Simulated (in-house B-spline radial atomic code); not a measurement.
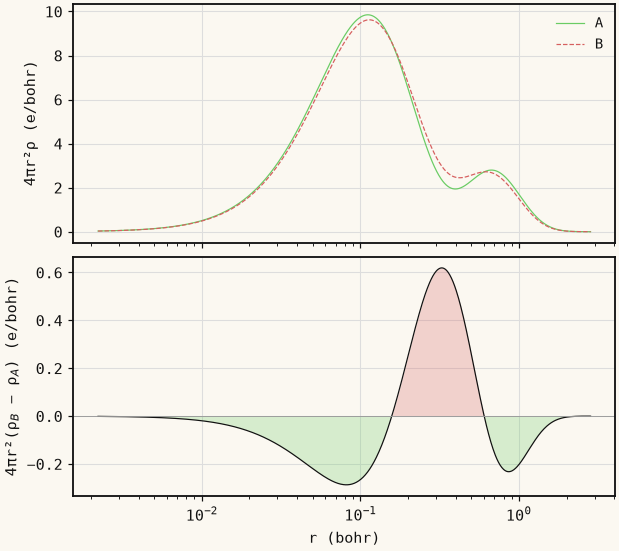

The F⁵⁺ ion was computed in two configurations: [He] 2s1 2p1 (high spin); [He] 2s2. Theory: scalar-relativistic (spin-free one-electron X2C) Hartree-Fock, spin-polarised, average of configuration, Fermi nucleus, basis-set limit (computed with an in-house B-spline radial code). Radial functions and radii carry no picture-change correction.

The plot shows both radial densities and the radial density of run B less that of run A; on the logarithmic r axis, areas aren't charges.

Assign A and B and describe the change of the density.

A is [He] 2s2; B is [He] 2s1 2p1 (high spin). B holds 0.16 electrons more than A where the difference is positive (most at r = 0.33 bohr) and 0.16 electrons fewer where it is negative (most at r = 0.082 bohr), with no net change. The energy of B less that of A is 9.27 eV.
